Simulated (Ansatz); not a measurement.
**CH6AsGeN: rigid scan of one bond length**

Wanted for CH6AsGeN: a rigid scan of one bond length. SMILES: C=[N][GeH2][AsH2].

All numbers are computed with Ansatz 0.2.0 through its Python package. Level of theory: PBE0/def2-SVP.

### Step 1. Starting point

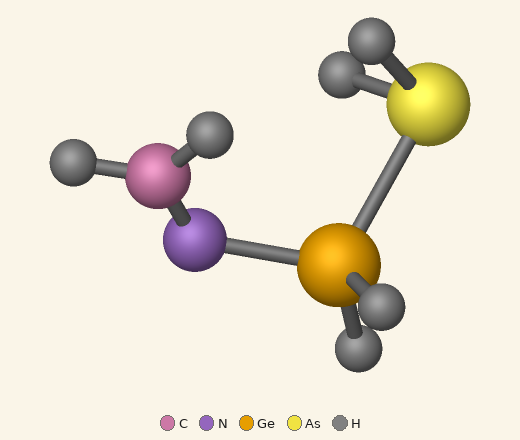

The starting structure, viewed from a chosen angle; carbon pink, nitrogen purple, germanium amber, arsenic yellow, hydrogen grey.

The script holds or builds the structure itself.

### Step 2. The script

run_scan.py reads:

```python
# -*- coding: utf-8 -*-
"""Potential curve of CH6AsGeN along one bond."""

import ansatz as az
from ase import Atoms
import numpy as np


def main():
    atoms = Atoms(["C", "N", "Ge", "As", "H", "H", "H", "H", "H", "H"], positions=[
        (-1.2059, 1.0881, 0.7594),
        (-1.3028, 0.2533, -0.2099),
        (-0.1301, -1.1731, -0.3723),
        (2.103, -0.3514, -0.6802),
        (-0.4345, 0.9818, 1.5164),
        (-1.9051, 1.9137, 0.8291),
        (-0.1918, -2.0432, 0.9089),
        (-0.5321, -2.03, -1.5997),
        (1.6189, 0.7402, -1.6897),
        (1.9804, 0.6206, 0.5381),
    ])
    geometry = az.Crystal.molecule_from_ase(atoms)

    symbols = [site.symbol for site in geometry.cartesian_sites]
    start = np.array([site.position_ang for site in geometry.cartesian_sites])
    axis = (start[4] - start[0]) / np.linalg.norm(start[4] - start[0])
    moving = [4]
    lengths, energies = [0.956, 0.999, 1.043, 1.086, 1.129, 1.173, 1.216, 1.281], []
    for length in lengths:
        xyz = start.copy()
        xyz[moving] += (length - np.linalg.norm(start[4] - start[0])) * axis
        point = az.Crystal.molecule()
        for symbol, place in zip(symbols, xyz):
            point = point.atom(symbol, place.tolist())
        calculation = point.calculation()
        calculation = calculation.basis(gaussian="def2-SVP")
        calculation = calculation.functional("PBE0")
        summary = calculation.run(threads=1, pin="off").report
        energies.append(summary["free_energy_ev"])
        print(f"r = {length:6.3f} A  E = {energies[-1]:.5f} eV  <S^2> = {abs(summary['mean_field']['state']['spin_squared']):.3f}")

    # quartic fit about the minimum
    fit = np.polynomial.Polynomial.fit(lengths, np.array(energies) - min(energies), 4).convert()
    roots = [r.real for r in fit.deriv().roots() if abs(r.imag) < 1e-9 and fit.deriv(2)(r.real) > 0]
    r_e = min(roots, key=lambda r: abs(r - lengths[int(np.argmin(energies))]))
    print(f"minimum of the fit at {r_e:.4f} A, force constant {fit.deriv(2)(r_e):.2f} eV/A^2")


if __name__ == "__main__":
    main()
```

### Step 3. Launch

Command:

```console
$ python run_scan.py
```

Log:

```text
r =  0.956 A  E = -119948.96557 eV  <S^2> = 0.000
r =  0.999 A  E = -119949.23408 eV  <S^2> = 0.000
r =  1.043 A  E = -119949.39567 eV  <S^2> = 0.000
r =  1.086 A  E = -119949.46695 eV  <S^2> = 0.000
r =  1.129 A  E = -119949.47157 eV  <S^2> = 0.000
r =  1.173 A  E = -119949.42302 eV  <S^2> = 0.000
r =  1.216 A  E = -119949.33582 eV  <S^2> = 0.000
r =  1.281 A  E = -119949.15040 eV  <S^2> = 0.000
minimum of the fit at 1.1102 A, force constant 31.09 eV/A^2
```

It took 42 s on 1 thread of Arm Neoverse V2, shared host; peak memory 0.38 GiB.

### Step 4. What each run gave

The 8 runs, in the order started:

| run | distance (Å) | energy from run 5 (eV) | SCF cycles | CPU time (s) |
| --- | --- | --- | --- | --- |
| 1 | 0.96 | 0.5060 | 17 | 4.8 |
| 2 | 1.00 | 0.2375 | 17 | 4.6 |
| 3 | 1.04 | 0.0759 | 17 | 5.1 |
| 4 | 1.09 | 0.0046 | 18 | 5.3 |
| 5 | 1.13 | 0.0000 | 18 | 5.4 |
| 6 | 1.17 | 0.0485 | 18 | 5.3 |
| 7 | 1.22 | 0.1358 | 18 | 5.3 |
| 8 | 1.28 | 0.3212 | 18 | 5.3 |

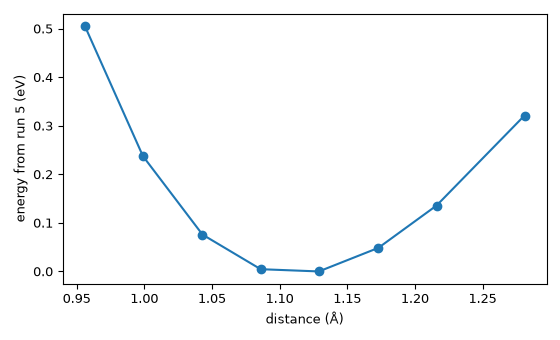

Energy against distance; lines join the points.

### Step 5. Results

```
                        quantity     value
bond length at the fit's minimum  1.1102 Å
                   runs compared         8
                 range of energy  0.506 eV
      lowest point, distance (Å)      1.13
```

In words: The lowest point, at 1.13, lies inside the range. The ends stand 0.506 and 0.321 eV above it. The distance scanned is the script's pair 0, 4. The rest of the molecule is held rigid at a force-field or estimated start geometry, and the basis set is modest; single-reference methods fail as a bond breaks. The orbitals are restricted, so S² is zero by construction.
